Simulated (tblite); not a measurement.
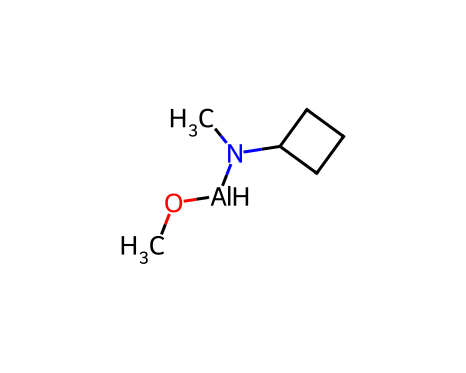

Simulated data, not a measurement (program: tblite).

A structural formula.

Give its SMILES.

Answer. C[O][AlH][N](C)C1CCC1

What is the molecular formula?

Answer. C6H14AlNO.

An optimisation with GFN2-xTB gave a structure of which point group?

Answer. C1. Other conformers may differ.
